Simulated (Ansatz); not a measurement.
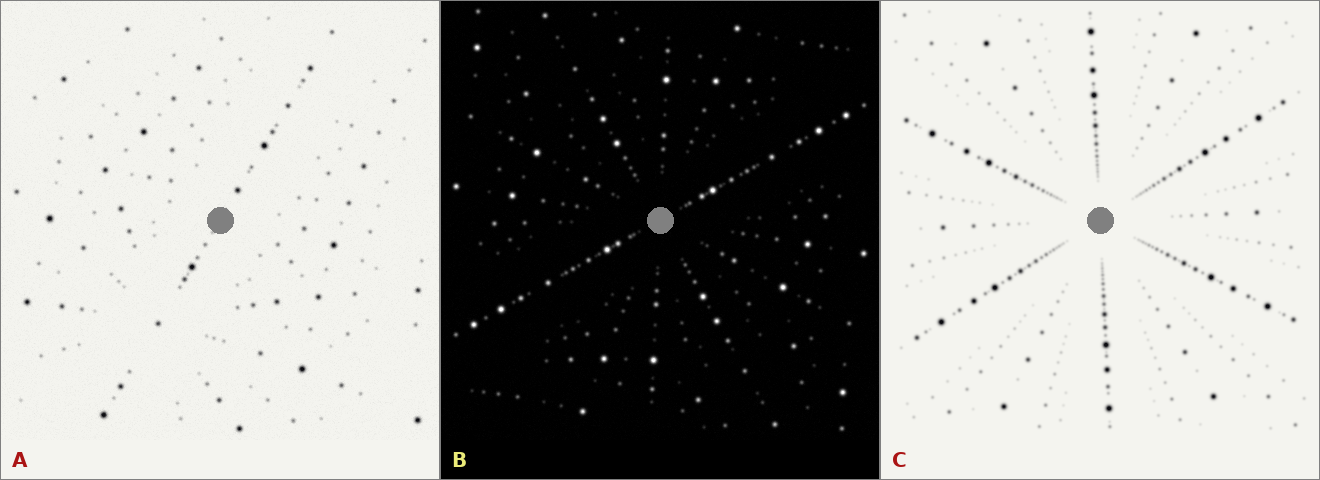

Simulated back-reflection Laue patterns (white X-rays, 0.45 to 2.2 Å, flat plate covering ±45° about the beam, kinematic intensities, seen from the source). Crystal: La, space group P6_3/mmc (No. 194), a = 3.860 Å, c = 6.183 Å (hexagonal axes). Structure: the input geometry of an electronic-structure calculation (not necessarily at equilibrium); the starting structure was generated, so it need not be a known form of this composition.

Question: The directions [001], [210], [211] point towards the source, in some order. Which is which?

Answer: A: [211], symmetry m (one mirror line). B: [210], symmetry 2mm (a twofold axis with two mirror lines). C: [001], symmetry 6mm (a sixfold axis with mirror lines). The Laue class is 6/mmm.
